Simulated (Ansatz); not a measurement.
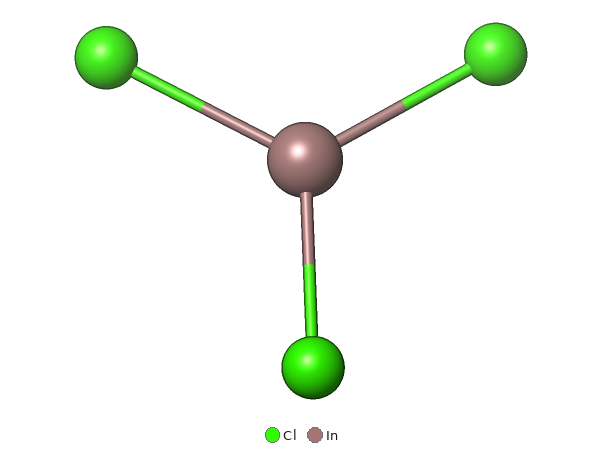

Ball-and-stick drawing of a structure.

Computed geometry: PBE0-D4/def2-TZVP optimisation.

Description:

Formula InCl₃. As SMILES it reads `[Cl][In]([Cl])[Cl]`. The point group is D3h. All atoms lie on one plane. Coordination: 1 In trigonal planar.

More results for the same structure follow; atom numbers are the same in all pictures, views and colours differ.

## Geometry

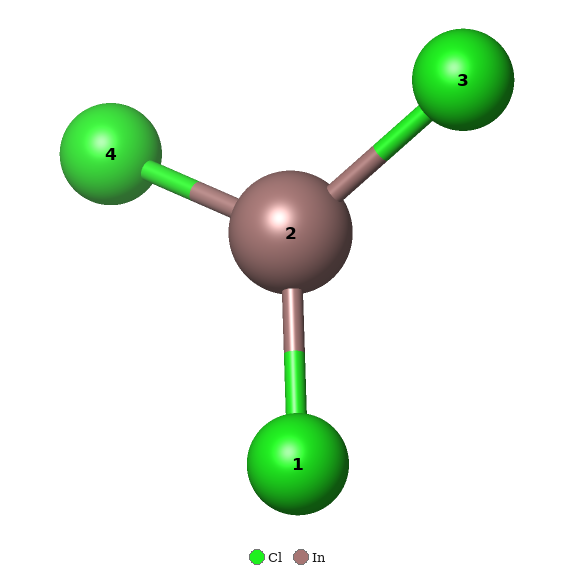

The atoms are numbered.

Estimate the angles Cl1–In2–Cl3.

```csv
angle,degrees
Cl1–In2–Cl3,120.0
```

## Levels of theory compared

Program: Ansatz 0.2.0.

Compare HOMO energy (eV), HOMO–LUMO gap (eV) at these levels: B3LYP-D4/def2-TZVPP; BLYP-D4/def2-TZVPP; HSE06-D4/def2-TZVPP; PBE-D4/def2-TZVPP; SPW92 (LDA)/def2-TZVPP; r2SCAN-D4/def2-TZVPP; r2SCAN0-D4/def2-TZVPP; r2SCANh-D4/def2-TZVPP; revPBE-D4/def2-TZVPP; ωB97M-V/def2-QZVPP; ωB97M-V/def2-SVP; ωB97M-V/def2-TZVPP.

| level | HOMO energy (eV) | HOMO–LUMO gap (eV) |
| --- | --- | --- |
| B3LYP-D4/def2-TZVPP | −9.16 | 5.96 |
| BLYP-D4/def2-TZVPP | −7.84 | 4.13 |
| HSE06-D4/def2-TZVPP | −9.05 | 5.79 |
| PBE-D4/def2-TZVPP | −8.01 | 4.26 |
| SPW92 (LDA)/def2-TZVPP | −8.18 | 4.09 |
| r2SCAN-D4/def2-TZVPP | −8.40 | 4.82 |
| r2SCAN0-D4/def2-TZVPP | −9.71 | 6.93 |
| r2SCANh-D4/def2-TZVPP | −8.92 | 5.66 |
| revPBE-D4/def2-TZVPP | −7.96 | 4.32 |
| ωB97M-V/def2-QZVPP | −11.78 | 10.75 |
| ωB97M-V/def2-SVP | −11.48 | 10.80 |
| ωB97M-V/def2-TZVPP | −11.74 | 10.83 |

## Thermal motion

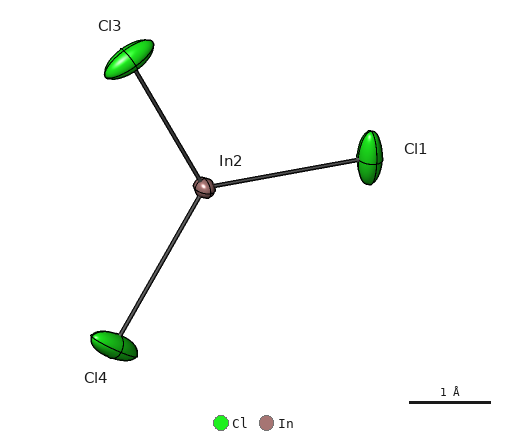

Displacement ellipsoids at the 50 % level, enlarged 1.5 times, from the internal vibrations of the free molecule (harmonic, no overall translation or rotation; no half-axis is drawn under 0.075 Å). Vibrations computed with RKS PBE0-D4/def2-TZVP, core potentials on In (Ansatz 0.2.0). Temperature: 600 K.

List U_eq and the three principal root-mean-square amplitudes for each kind of atom.

```tsv
atom	U_eq (Å²)	rms amplitudes (Å)
Cl1, Cl3, Cl4	0.0121	0.068, 0.082, 0.158
In2	0.0039	0.054, 0.054, 0.076
```

## Charges

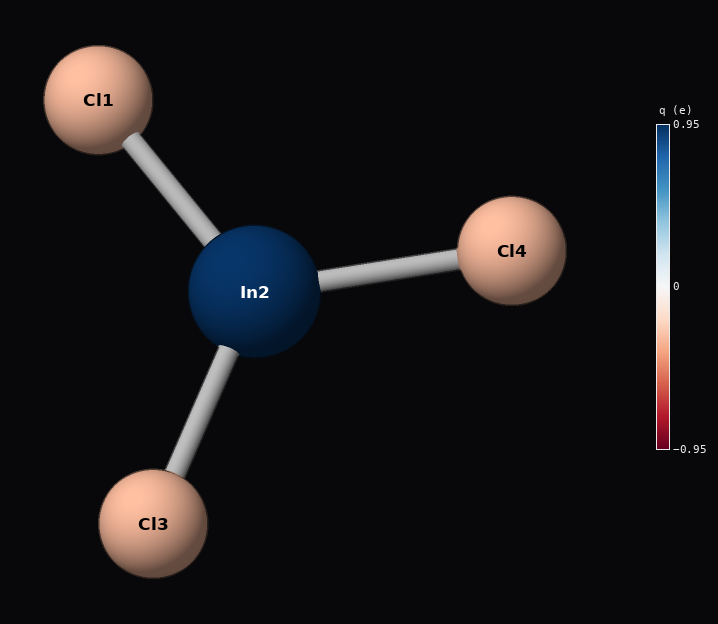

Atoms are coloured by their Mulliken charges. Properties computed with RKS B3LYP-D4/def2-TZVPP, core potentials on In (Ansatz 0.2.0).

Give the Mulliken charges atom by atom.

```tsv
atom	value (e)
Cl1	−0.31
In2	0.93
Cl3	−0.31
Cl4	−0.31
```

Mulliken values depend strongly on the basis set and can even reverse the polarity of a bond.
